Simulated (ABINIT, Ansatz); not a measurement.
**NbB2 (P6/mmm): zone-centre phonons**

Which modes does NbB2 (P6/mmm) have at the zone centre?

Program: ABINIT 10.8.3. Level of theory: DFT LDA, scalar-relativistic, plane waves, JTH PAW pseudopotentials. Results are calculated unless marked as measured.

The database entry behind the starting cell differs from later determinations by our own check (an axis about 1.2 % long against later determinations), so it need not match the best structure at ambient conditions.

## (1) The structure

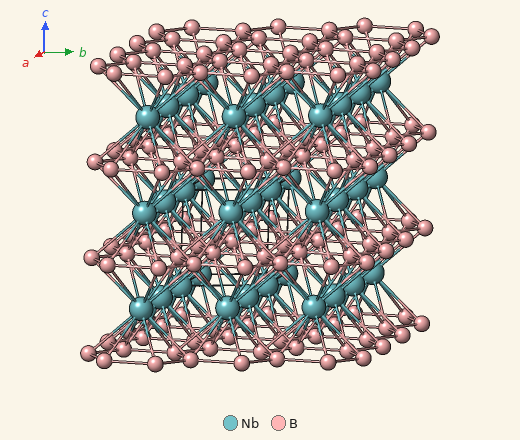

The cell as given, slightly off an axis (niobium teal, boron pink). 3×2×2 cells are drawn. Some periodic images of atoms are drawn too.

## (2) Relaxing the cell and atoms

The harmonic expansion needs vanishing forces, and a free crystal bears no stress, so cell and atoms are brought to rest. Stress is more sensitive to the basis than forces are: the last 3 Ha under the cutoff are smoothed with ecutsm, and the cutoff is raised above that of the later runs.

The starting cell comes from a relaxation made beforehand in Ansatz (LDA, PAW).

File relax.abi:

```
# relaxation
ionmov 2
optcell 2
dilatmx 1.08
ntime 40
tolmxf 1.0d-05
tolvrs 1.0d-14
prtwf 0
prtden 0
chksymtnons 0

# basis, mesh and filling
ecut 24.0
ecutsm 3.0
pawecutdg 48.0
ngkpt 12 12 8
nshiftk 1
shiftk 0.0 0.0 0.0
istwfk *1
occopt 7
tsmear 0.01
nband 16
nstep 100
diemac 1000000.0
prtebands 0
prtgsr 0

# cell and atoms
acell 3*1.0 Angstrom
rprim 
    3.072905876 0.0 0.0
    -1.536452938 2.661214552 0.0
    0.0 0.0 3.278525197
ntypat 2
znucl 41 5
natom 3
typat 1 2 2
xred 
    0.0 0.0 0.0
    1/3 2/3 0.5
    2/3 1/3 0.5
pp_dirpath "./pseudo"
pseudos "Nb.xml, B.xml"
```

Launch:

```console
$ OMP_NUM_THREADS=1 mpirun -n 4 abinit relax.abi > relax.log
```

Numbers of over 12 decimals in the logs are rounded to 6 here.

relax.abo, the main output file:

```text
[banners, grids, parts of the stress and lines that vanish by symmetry left out]
- input  file    -> relax.abi
- output file    -> relax.abo
- root for input  files -> relaxi
[...]
Symmetries : space group P6/m m m (#191); Bravais hP (primitive hexag.)
[...]
mpw =        1296          nfft =       27000          nkpt =          95
[...]
== DATASET  1 ==================================================================
[...]
cutoff_energies: {ecut:  24.0, pawecutdg:  48.0, }
[...]
ETOT  1  -63.543629971820    -6.354E+01 3.099E-01 3.952E+01
 ETOT  2  -63.571568458402    -2.794E-02 3.497E-02 6.059E+00
 ETOT  3  -63.567359115352     4.209E-03 1.871E-02 5.019E-01
 ETOT  4  -63.567584591855    -2.255E-04 6.615E-03 4.162E-03
 ETOT  5  -63.567586079981    -1.488E-06 5.126E-03 1.216E-03
[...]
At SCF step   16       nres2   =  9.51E-15 < tolvrs=  1.00E-14 =>converged.
[...]
sigma(1 1)=  5.31162356E-06  sigma(3 2)=  0.00000000E+00
  sigma(2 2)=  5.31162412E-06  sigma(3 1)=  0.00000000E+00
  sigma(3 3)= -1.76192238E-06  sigma(2 1)=  0.00000000E+00
[...]
convergence: {deltae:  3.553E-13, res2:  9.506E-15, residm:  9.937E-05, diffor: null, }
etotal    :  -6.35675851E+01
[...]
ETOT  1  -63.567585906128    -6.357E+01 4.401E-04 3.232E-04
[...]
At SCF step   10       nres2   =  1.54E-15 < tolvrs=  1.00E-14 =>converged.
[...]
sigma(1 1)=  1.56903967E-06  sigma(3 2)=  0.00000000E+00
  sigma(2 2)=  1.56904023E-06  sigma(3 1)=  0.00000000E+00
  sigma(3 3)= -3.16237390E-06  sigma(2 1)=  0.00000000E+00
[...]
convergence: {deltae: -3.126E-13, res2:  1.536E-15, residm:  3.682E-06, diffor: null, }
etotal    :  -6.35675854E+01
[...]
ETOT  1  -63.567585707171    -6.357E+01 3.370E-03 1.474E-04
[...]
At SCF step    9       nres2   =  1.11E-15 < tolvrs=  1.00E-14 =>converged.
[...]
sigma(1 1)= -3.59781239E-07  sigma(3 2)=  0.00000000E+00
  sigma(2 2)= -3.59780679E-07  sigma(3 1)=  0.00000000E+00
  sigma(3 3)= -2.17098200E-06  sigma(2 1)=  0.00000000E+00
[...]
convergence: {deltae: -8.527E-14, res2:  1.108E-15, residm:  1.207E-06, diffor: null, }
etotal    :  -6.35675855E+01
[...]
ETOT  1  -63.567585597435    -6.357E+01 1.149E-06 6.004E-05
[...]
At SCF step    9       nres2   =  3.73E-15 < tolvrs=  1.00E-14 =>converged.
[...]
sigma(1 1)= -4.12203464E-07  sigma(3 2)=  0.00000000E+00
  sigma(2 2)= -4.12202905E-07  sigma(3 1)=  0.00000000E+00
  sigma(3 3)= -5.98075070E-07  sigma(2 1)=  0.00000000E+00
[...]
convergence: {deltae: -1.350E-13, res2:  3.727E-15, residm:  1.460E-06, diffor: null, }
etotal    :  -6.35675855E+01
[...]
ETOT  1  -63.567585505015    -6.357E+01 1.608E-06 7.164E-06
[...]
ETOT  7  -63.567585491896     5.400E-13 4.775E-07 4.815E-13
 ETOT  8  -63.567585491897    -6.395E-13 9.417E-07 8.117E-15
 At SCF step    8       nres2   =  8.12E-15 < tolvrs=  1.00E-14 =>converged.
[...]
sigma(1 1)= -8.32829444E-08  sigma(3 2)=  0.00000000E+00
  sigma(2 2)= -8.32823851E-08  sigma(3 1)=  0.00000000E+00
  sigma(3 3)= -4.82374272E-08  sigma(2 1)=  0.00000000E+00
[...]
convergence: {deltae: -6.395E-13, res2:  8.117E-15, residm:  9.417E-07, diffor: null, }
etotal    :  -6.35675855E+01
[...]
At Broyd/MD step   5, gradients are converged :
[...]
sigma(1 1)= -8.32829444E-08  sigma(3 2)=  0.00000000E+00
  sigma(2 2)= -8.32823851E-08  sigma(3 1)=  0.00000000E+00
  sigma(3 3)= -4.82374272E-08  sigma(2 1)=  0.00000000E+00
[...]
- sigma(1 1)= -2.45026882E-03  sigma(3 2)=  0.00000000E+00
- sigma(2 2)= -2.45025236E-03  sigma(3 1)=  0.00000000E+00
- sigma(3 3)= -1.41919411E-03  sigma(2 1)=  0.00000000E+00
[...]
fcart     -0.0000000000E+00 -0.0000000000E+00 -0.0000000000E+00
           strten     -8.3282944398E-08 -8.3282385054E-08 -4.8237427244E-08
================================================================================

[key lines of the parts left out:]
pressure_GPa:   2.1066E-03
Total energy DC (eV): -1.05180093317787E+05
```

Wall time 91 s (4 MPI ranks of Intel Xeon at 2.70GHz, shared host).

Little changed from the start: no atom moved by 0.005 Å and no cell edge by 0.1 %.

This step gave:

```yaml
volume_per_atom: 8.935 Å³
pressure: 0.002107 GPa
gap_on_the_k_mesh: 0 eV
```

## (3) Ground state

The response is built on these wavefunctions, so the potential is converged far more tightly than an energy would need. Occupations are smeared.

File gs.abi:

```
# ground state
tolvrs 1.0d-16
prtden 1
prtwf 1

# basis, mesh and filling
ecut 18.0
pawecutdg 36.0
ngkpt 12 12 8
nshiftk 1
shiftk 0.0 0.0 0.0
istwfk *1
occopt 7
tsmear 0.01
nband 16
nstep 100
diemac 1000000.0
prtebands 0
prtgsr 0

# cell and atoms
acell 3*1.0 Angstrom
rprim 
    3.071944681 0.0 0.0
    -1.535972341 2.660382133 0.0
    0.0 0.0 3.279769142
ntypat 2
znucl 41 5
natom 3
typat 1 2 2
xred 
    0.0 0.0 0.0
    1/3 2/3 0.5
    2/3 1/3 0.5
pp_dirpath "./pseudo"
pseudos "Nb.xml, B.xml"
```

Launch:

```console
$ OMP_NUM_THREADS=1 mpirun -n 4 abinit gs.abi > gs.log
```

gs.abo, the main output file:

```text
[banners, grids, parts of the stress and lines that vanish by symmetry left out]
- input  file    -> gs.abi
- output file    -> gs.abo
- root for input  files -> gsi
[...]
Symmetries : space group P6/m m m (#191); Bravais hP (primitive hexag.)
[...]
mpw =         684          nfft =       13824          nkpt =          95
[...]
== DATASET  1 ==================================================================
[...]
cutoff_energies: {ecut:  18.0, pawecutdg:  36.0, }
[...]
ETOT  1  -63.553106105134    -6.355E+01 4.291E-01 1.998E+01
 ETOT  2  -63.570035189030    -1.693E-02 7.471E-02 2.919E+00
 ETOT  3  -63.566485524656     3.550E-03 9.849E-03 2.501E-01
 ETOT  4  -63.566707148284    -2.216E-04 2.857E-03 1.979E-03
 ETOT  5  -63.566707955042    -8.068E-07 1.224E-03 5.588E-04
[...]
ETOT 18  -63.566707117765     6.395E-14 8.314E-05 1.491E-15
 ETOT 19  -63.566707117765     3.553E-14 2.997E-05 1.930E-17
 At SCF step   19       nres2   =  1.93E-17 < tolvrs=  1.00E-16 =>converged.
[...]
sigma(1 1)=  8.31878320E-06  sigma(3 2)=  0.00000000E+00
  sigma(2 2)=  8.31878080E-06  sigma(3 1)=  0.00000000E+00
  sigma(3 3)=  7.91191148E-06  sigma(2 1)=  2.56941982E-12
[...]
convergence: {deltae:  3.553E-14, res2:  1.930E-17, residm:  2.997E-05, diffor: null, }
etotal    :  -6.35667071E+01
[...]
sigma(1 1)=  8.31878320E-06  sigma(3 2)=  0.00000000E+00
  sigma(2 2)=  8.31878080E-06  sigma(3 1)=  0.00000000E+00
  sigma(3 3)=  7.91191148E-06  sigma(2 1)=  2.56941982E-12
[...]
- sigma(1 1)=  2.44747052E-01  sigma(3 2)=  0.00000000E+00
- sigma(2 2)=  2.44746981E-01  sigma(3 1)=  0.00000000E+00
- sigma(3 3)=  2.32776472E-01  sigma(2 1)=  7.55949409E-08
[...]
fcart     -7.7306431600E-30 -4.4632889105E-30 -0.0000000000E+00
           strten      8.3187832011E-06  8.3187808011E-06  7.9119114756E-06
================================================================================

[key lines of the parts left out:]
pressure_GPa:  -2.4076E-01
Total energy DC (eV): -1.05180069416009E+05
```

Elapsed: 33 s, on 4 MPI ranks; 2.2 min of CPU time.

Numbers from this step:

```
pressure : -0.2408 GPa
```

The cell stands at -0.24 GPa: the relaxation ran with a smoothed and higher cutoff, and the difference is a stress of the finite basis.

(Continued in part 2 of 3.)

[Host names and launcher messages were left out of these logs when they were recorded.]

[Logs are printed without paths, hosts, clocks, repeated set-up lines and the standing remarks that a program may print on its own settings, such as how far it seeks lower states.]

[Hosts, paths, dates, database ids (printed as entryN), source tags and the programs' standing remarks are cut or masked in the printed files.]
